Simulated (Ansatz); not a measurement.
# Cl− with GeH4: superposition error and deformation, part 2 of 2

Ansatz 0.2.0, Gaussian basis.

## 11. B3LYP-D4/def2-TZVPPD

Contents of free-b/in.yaml:

```yaml
crystal:
  periodic: [false, false, false]
  atoms:
    - {symbol: Ge, position_ang: [0.170412, -0.025970, 0.499945]}
    - {symbol: H, position_ang: [1.074254, 0.920357, -0.301087]}
    - {symbol: H, position_ang: [-1.270268, 0.501321, 0.477055]}
    - {symbol: H, position_ang: [0.665054, -0.099626, 1.950628]}
    - {symbol: H, position_ang: [0.212734, -1.425951, -0.126461]}
basis:
  gaussian: {orbitals: "def2-TZVPPD.json"}
hamiltonian: {xc: {name: B3LYP}, dispersion: d4}
```

On the command line:

```console
ansatz run in.yaml --threads 2 --pin off --events-out ev --progress --plain --max-ram 5222MiB
```

The program printed:

```text
Functional definition: B3LYP
  name "B3LYP"
  cite "Stephens, Devlin, Chabalowski & Frisch, J. Phys. Chem. 98, 11623 (1994) doi:10.1021/j100096a001"
  cite "Becke, Phys. Rev. A 38, 3098 (1988) doi:10.1103/PhysRevA.38.3098"
  cite "Lee, Yang & Parr, Phys. Rev. B 37, 785 (1988) doi:10.1103/PhysRevB.37.785"
  cite "Vosko, Wilk & Nusair, Can. J. Phys. 58, 1200 (1980) doi:10.1139/p80-159"
  parameter a0 = 0.2
  parameter ax = 0.72
  parameter ac = 0.81
  exchange = (1 - a0 - ax)*slater_x + ax*b88_x + a0*exact_x
  correlation = (1 - ac)*vwn_rpa_c + ac*lyp_c
650 factors; their error is unknown
mean field evaluation 1: about -56583.9159 eV, gradient 1.9e1 eV
mean field evaluation 2: about -56584.1563 eV, gradient 1.8e1 eV
mean field evaluation 4: about -56584.3413 eV, gradient 3.8e-1 eV
mean field evaluation 8: about -56584.5263 eV, gradient 6.2e-4 eV
mean field -56584.52628343 eV, -2079.4429865465 hartree, gradient 1.2e-5 eV, S^2 0.000000; 0 other end points of the search recorded, 0 dependent functions left out
reference -56584.52649110 eV, -2079.4429941783 hartree; 18, 18 occupied and 104, 104 virtual orbitals, 650 factors
Total energy: -56584.59646646 eV, -2079.4455657252 hartree
```

It took 0.9 s on 2 threads of Arm Neoverse V2, shared host.

## 12. wB97X-V/def2-TZVPPD

Changes to free-b/in.yaml since step 11:

```diff
@@ -10,2 +10,2 @@
   gaussian: {orbitals: "def2-TZVPPD.json"}
-hamiltonian: {xc: {name: B3LYP}, dispersion: d4}
+hamiltonian: {xc: {name: wB97X-V}}
```

On the command line:

```console
ansatz run in.yaml --threads 2 --pin off --events-out ev --progress --plain --max-ram 5222MiB
```

The program printed, shortened:

```text
[... 5 set-up lines as earlier in the session ...]
[...]
      + integral(e_c_pw_opposite_spin*poly(b97_u_opposite, cos0, cos1)) + vv10(b, c)
650 factors; their error is unknown
180 factors; integrals over basis functions are off by at most 1.6e-5 eV
[...]
mean field -56577.85093934 eV, -2079.1976721760 hartree, gradient 1.7e-5 eV, S^2 0.000000; 0 other end points of the search recorded, 0 dependent functions left out
reference -56577.85093779 eV, -2079.1976721191 hartree; 18, 18 occupied and 104, 104 virtual orbitals, 650 factors
Total energy: -56577.85093779 eV, -2079.1976721191 hartree
```

It took 2.5 s on 2 threads of Arm Neoverse V2, shared host.

## 13. wB97M-V/def2-TZVPPD

Changes to free-b/in.yaml since step 12:

```diff
@@ -10,2 +10,2 @@
   gaussian: {orbitals: "def2-TZVPPD.json"}
-hamiltonian: {xc: {name: wB97X-V}}
+hamiltonian: {xc: {name: wB97M-V}}
```

On the command line:

```console
ansatz run in.yaml --threads 2 --pin off --events-out ev --progress --plain --max-ram 5222MiB
```

The program printed, shortened:

```text
[... 5 set-up lines as earlier in the session ...]
  # Of w^i u^j: cxij and so on, Table III.
[...]
  gx(w, u) = 1 - cx + cx01*u + cx10*w
  gss(w, u) = css00 + css04*u^4 + css10*w + css20*w^2 + css43*w^4*u^3
  gos(w, u) = cos00 + cos10*w + (cos20 + cos21*u)*w^2 + (cos60 + cos61*u)*w^6
[...]
      + integral(e_c_pw_mod_opposite_spin*gos(b97_w_opposite, b97_u_opposite)) + vv10(b, c)
650 factors; their error is unknown
180 factors; integrals over basis functions are off by at most 1.6e-5 eV
[...]
mean field -56579.32491914 eV, -2079.2518399346 hartree, gradient 8.4e-6 eV, S^2 0.000000; 0 other end points of the search recorded, 0 dependent functions left out
reference -56579.32495746 eV, -2079.2518413429 hartree; 18, 18 occupied and 104, 104 virtual orbitals, 650 factors
Total energy: -56579.32495746 eV, -2079.2518413429 hartree
```

Run time: 2.6 s. Hardware: 2 threads of Arm Neoverse V2, shared host.

## 14. B2PLYP/def2-TZVPPD

Changes to free-b/in.yaml since step 13:

```diff
@@ -10,2 +10,2 @@
   gaussian: {orbitals: "def2-TZVPPD.json"}
-hamiltonian: {xc: {name: wB97M-V}}
+hamiltonian: {xc: {name: B2PLYP}}
```

On the command line:

```console
ansatz run in.yaml --threads 2 --pin off --events-out ev --progress --plain --max-ram 5222MiB
```

The program printed, shortened:

```text
[... 5 set-up lines as earlier in the session ...]
[...]
694 factors; integrals over basis functions are off by at most 5.9e-4 eV
[...]
mean field -56570.31353022 eV, -2078.9206774999 hartree, gradient 6.3e-6 eV, S^2 0.000000; 0 other end points of the search recorded, 0 dependent functions left out
9 core orbitals not correlated: weight in the atoms' cores, before any rotation towards them, 1.000 or more for the frozen orbitals, at most 0.000 for the correlated occupied ones
reference -56570.31366414 eV, -2078.9206824215 hartree; 9, 9 occupied and 104, 104 virtual orbitals, 694 factors
second order -9.30353420 eV of doubles, -0.00000000 eV of singles
Total energy: -56572.82561838 eV, -2079.0129950369 hartree
```

It took 1.3 s on 2 threads of Arm Neoverse V2, shared host.

## 15. BLYP-D4/def2-TZVPPD

Changes to free-b/in.yaml since step 14:

```diff
@@ -10,2 +10,2 @@
   gaussian: {orbitals: "def2-TZVPPD.json"}
-hamiltonian: {xc: {name: B2PLYP}}
+hamiltonian: {xc: {name: BLYP}, dispersion: d4}
```

On the command line:

```console
ansatz run in.yaml --threads 2 --pin off --events-out ev --progress --plain --max-ram 5222MiB
```

The program printed, shortened:

```text
Functional definition: BLYP
  name "BLYP"
[... 2 set-up lines as earlier in the session ...]
  parameter beta = 0.0042
  parameter a = 0.04918
  parameter b = 0.132
  parameter c = 0.2533
  parameter d = 0.349
  exchange = b88_x(beta = beta)
  correlation = lyp_c(a = a, b = b, c = c, d = d)
609 factors; their error is unknown
mean field evaluation 1: about -56583.1802 eV, gradient 2.8e1 eV
mean field evaluation 2: about -56583.6440 eV, gradient 3.1e1 eV
mean field evaluation 4: about -56584.2415 eV, gradient 6.3e-1 eV
mean field evaluation 8: about -56584.2387 eV, gradient 6.4e-4 eV
mean field -56584.23866549 eV, -2079.4324167823 hartree, gradient 7.7e-5 eV, S^2 0.000000; 0 other end points of the search recorded, 0 dependent functions left out
reference -56584.23893425 eV, -2079.4324266590 hartree; 18, 18 occupied and 104, 104 virtual orbitals, 609 factors
Total energy: -56584.33773562 eV, -2079.4360575425 hartree
```

Wall time 0.75 s (2 threads of Arm Neoverse V2, shared host).

## 16. revPBE-D4/def2-TZVPPD

Changes to free-b/in.yaml since step 15:

```diff
@@ -10,2 +10,2 @@
   gaussian: {orbitals: "def2-TZVPPD.json"}
-hamiltonian: {xc: {name: BLYP}, dispersion: d4}
+hamiltonian: {xc: {name: revPBE}, dispersion: d4}
```

On the command line:

```console
ansatz run in.yaml --threads 2 --pin off --events-out ev --progress --plain --max-ram 5222MiB
```

The program printed, shortened:

```text
Functional definition: revPBE
  name "revPBE"
  cite "Zhang & Yang, Phys. Rev. Lett. 80, 890 (1998) doi:10.1103/PhysRevLett.80.890"
[... 1 set-up line as earlier in the session ...]
  parameter kappa = 1.245
[... 3 set-up lines as earlier in the session ...]
609 factors; their error is unknown
mean field evaluation 1: about -56577.8314 eV, gradient 2.5e1 eV
mean field evaluation 2: about -56578.1832 eV, gradient 2.7e1 eV
mean field evaluation 4: about -56578.6569 eV, gradient 5.2e-1 eV
mean field evaluation 8: about -56578.6535 eV, gradient 3.5e-4 eV
mean field -56578.65349789 eV, -2079.2271656588 hartree, gradient 7.1e-5 eV, S^2 0.000000; 0 other end points of the search recorded, 0 dependent functions left out
reference -56578.65353583 eV, -2079.2271670531 hartree; 18, 18 occupied and 104, 104 virtual orbitals, 609 factors
Total energy: -56578.80050587 eV, -2079.2325681022 hartree
```

Run time: 0.6 s. Hardware: 2 threads of Arm Neoverse V2, shared host.

## 17. B97M-V/def2-TZVPPD

Changes to free-b/in.yaml since step 16:

```diff
@@ -10,2 +10,2 @@
   gaussian: {orbitals: "def2-TZVPPD.json"}
-hamiltonian: {xc: {name: revPBE}, dispersion: d4}
+hamiltonian: {xc: {name: B97M-V}}
```

On the command line:

```console
ansatz run in.yaml --threads 2 --pin off --events-out ev --progress --plain --max-ram 5222MiB
```

The program printed, shortened:

```text
[... 5 set-up lines as earlier in the session ...]
  # Of w^i u^j: cxij and so on, Table III.
[...]
  gx(w, u) = cx00 + cx01*u + cx02*u^2 + (cx10 + cx11*u)*w
  gss(w, u) = css00 + css02*u^2 + css10*w + (css32*w^3 + css42*w^4)*u^2
  gos(w, u) = cos00 + cos01*u + cos03*u^3 + cos10*w + cos32*w^3*u^2
[...]
      + integral(e_c_pw_mod_opposite_spin*gos(b97_w_opposite, b97_u_opposite)) + vv10(b, c)
609 factors; their error is unknown
[...]
mean field -56572.57437360 eV, -2079.0037619616 hartree, gradient 2.2e-5 eV, S^2 0.000000; 0 other end points of the search recorded, 0 dependent functions left out
reference -56572.57441876 eV, -2079.0037636211 hartree; 18, 18 occupied and 104, 104 virtual orbitals, 609 factors
Total energy: -56572.57441876 eV, -2079.0037636211 hartree
```

Wall time 2.8 s (2 threads of Arm Neoverse V2, shared host).

## 18. HSE06-D4/def2-TZVPPD

Changes to free-b/in.yaml since step 17:

```diff
@@ -10,2 +10,2 @@
   gaussian: {orbitals: "def2-TZVPPD.json"}
-hamiltonian: {xc: {name: B97M-V}}
+hamiltonian: {xc: hse06, dispersion: d4}
```

On the command line:

```console
ansatz run in.yaml --threads 2 --pin off --events-out ev --progress --plain --max-ram 5222MiB
```

The program printed, shortened:

```text
Functional definition: HSE06
  name "HSE06"
  cite "Heyd, Scuseria & Ernzerhof, J. Chem. Phys. 118, 8207 (2003) doi:10.1063/1.1564060"
  cite "Krukau, Vydrov, Izmaylov & Scuseria, J. Chem. Phys. 125, 224106 (2006) doi:10.1063/1.2404663"
  cite "Heyd & Scuseria, J. Chem. Phys. 120, 7274 (2004) doi:10.1063/1.1668634"
  cite "Ernzerhof & Perdew, J. Chem. Phys. 109, 3313 (1998) doi:10.1063/1.476928"
[... 2 set-up lines as earlier in the session ...]
[...]
  # The whole range is PBE's own exchange, as in plane waves. The composition of these papers is wPBEh.
[...]
662 factors; their error is unknown
67 factors; integrals over basis functions are off by at most 1.9e-6 eV
[...]
mean field -56575.71485486 eV, -2079.1191725191 hartree, gradient 6.2e-5 eV, S^2 0.000000; 0 other end points of the search recorded, 0 dependent functions left out
reference -56575.71488722 eV, -2079.1191737086 hartree; 18, 18 occupied and 104, 104 virtual orbitals, 662 factors
Total energy: -56575.74738470 eV, -2079.1203679688 hartree
```

Run time: 0.9 s. Hardware: 2 threads of Arm Neoverse V2, shared host.

## 19. CCSD(T)/def2-TZVPPD

Changes to free-b/in.yaml since step 18:

```diff
@@ -10,2 +10,2 @@
   gaussian: {orbitals: "def2-TZVPPD.json"}
-hamiltonian: {xc: hse06, dispersion: d4}
+correlation: {method: ccsd_t}
```

On the command line:

```console
ansatz run in.yaml --threads 2 --pin off --events-out ev --progress --plain --max-ram 5222MiB
```

The program printed, shortened:

```text
[... 4 set-up lines as earlier in the session ...]
[...]
694 factors; integrals over basis functions are off by at most 5.9e-4 eV
[...]
mean field -56536.53900422 eV, -2077.6794865627 hartree, gradient 2.9e-6 eV, S^2 0.000000; 0 other end points of the search recorded, 0 dependent functions left out
9 core orbitals not correlated: weight in the atoms' cores, before any rotation towards them, 1.000 or more for the frozen orbitals, at most 0.000 for the correlated occupied ones
reference -56536.53900422 eV, -2077.6794865627 hartree; 9, 9 occupied and 104, 104 virtual orbitals, 694 factors
second order -7.64826554 eV of doubles, -0.00000000 eV of singles
cycle   1  -7.82833964 eV  change   -1.8e-1 eV  update   7.3e-2
[...]
cycle   8  -8.18976086 eV  change   -8.5e-6 eV  update   9.2e-6
perturbative correction -0.23372296 eV, -0.0085891602 hartree
Total energy: -56544.96248805 eV, -2077.9890438835 hartree
```

Run time: 2 s. Hardware: 2 threads of Arm Neoverse V2, shared host.

## 20. The split

| method | interaction with counterpoise (kJ/mol) | without | superposition error | deformation | binding energy |
| --- | --- | --- | --- | --- | --- |
| PBE-D4 | -42.11 | -42.65 | 0.54 | 8.36 | -33.74 |
| revPBE-D4 | -42.36 | -42.85 | 0.50 | 8.32 | -34.04 |
| BLYP-D4 | -38.07 | -38.68 | 0.62 | 8.52 | -29.55 |
| r2SCAN-D4 | -40.79 | -41.24 | 0.45 | 9.66 | -31.13 |
| B97M-V | -42.55 | -43.18 | 0.64 | 9.73 | -32.81 |
| PBE0-D4 | -42.15 | -42.66 | 0.51 | 9.50 | -32.65 |
| B3LYP-D4 | -38.98 | -39.56 | 0.58 | 9.51 | -29.47 |
| HSE06-D4 | -42.13 | -42.64 | 0.51 | 9.46 | -32.67 |
| wB97X-V | -39.08 | -39.71 | 0.63 | 10.16 | -28.92 |
| wB97M-V | -40.41 | -40.96 | 0.56 | 10.05 | -30.36 |
| B2PLYP | -31.90 | -33.63 | 1.73 | 10.18 | -21.72 |
| Hartree-Fock | -24.29 | -24.79 | 0.50 | 11.46 | -12.83 |
| MP2 | -35.93 | -40.27 | 4.34 | 11.01 | -24.93 |
| CCSD | -32.99 | -37.01 | 4.02 | 10.36 | -22.63 |
| CCSD(T) | -34.83 | -39.35 | 4.52 | 10.12 | -24.71 |

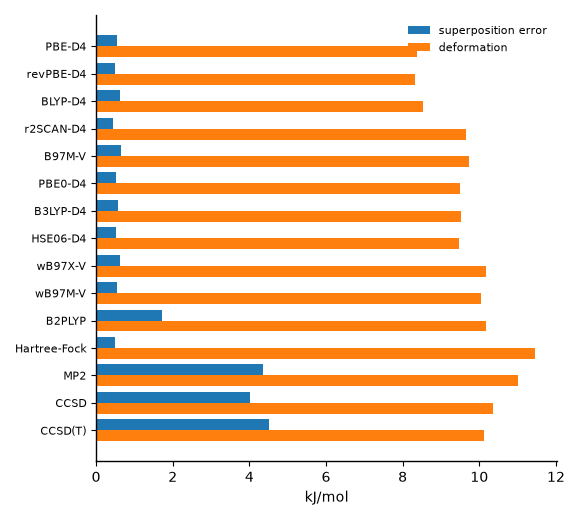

Superposition error and deformation energy by method.

## 21. What came out

This closing draws on all 2 parts.

| quantity | value |
| --- | --- |
| interaction, CCSD(T) | -34.83 kJ/mol |
| superposition error | 4.52 kJ/mol |
| deformation | 10.12 kJ/mol |
| binding energy | -24.71 kJ/mol |

What this shows: In this basis the superposition error is 4.52 kJ/mol for CCSD(T) and 0.56 kJ/mol on average for the plain functionals: correlated methods borrow far more, since they need many more functions to converge. Deformation takes back 29 % of the interaction.
